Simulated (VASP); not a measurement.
Input:

```yaml
crystal:
  lattice:
    - [4.54067, 0.00000, 0.00000]
    - [0.00000, 4.54067, 0.00000]
    - [0.00000, 0.00000, 2.80593]
  atoms:
    - { symbol: V, position: [0.00000, 0.00000, 0.00000], spin: 1.0 }
    - { symbol: V, position: [0.50000, 0.50000, 0.50000], spin: 1.0 }
    - { symbol: O, position: [0.29886, 0.29886, 0.00000] }
    - { symbol: O, position: [0.79886, 0.20114, 0.50000] }
    - { symbol: O, position: [0.20114, 0.79886, 0.50000] }
    - { symbol: O, position: [0.70114, 0.70114, 0.00000] }
```

Level of theory: PBEsol GGA, VASP's PBE PAW potentials (set 64) (plane waves; VASP). Run with 520 eV cut-off, 8×8×12 Γ-centred mesh, tetrahedra with Blöchl corrections, potentials V_sv O.

The moments were started parallel, and other spin orders were not tried in this run.

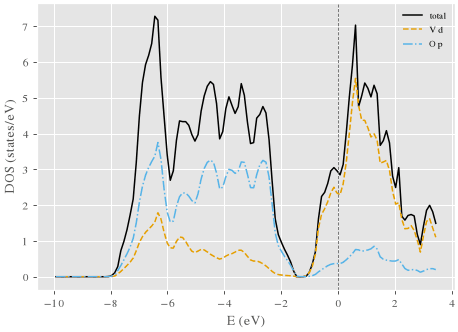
*Total and projected density of states, zero at the Fermi level*

Within 2 eV below the Fermi level the largest weight inside VASP's projection spheres is V d, then O p.

It has no gap at this level: it comes out as a metal or semimetal.

The structure was generated: VO2 was put into the rutile type (P4_2/mnm), which need not be its known phase. It was relaxed first.
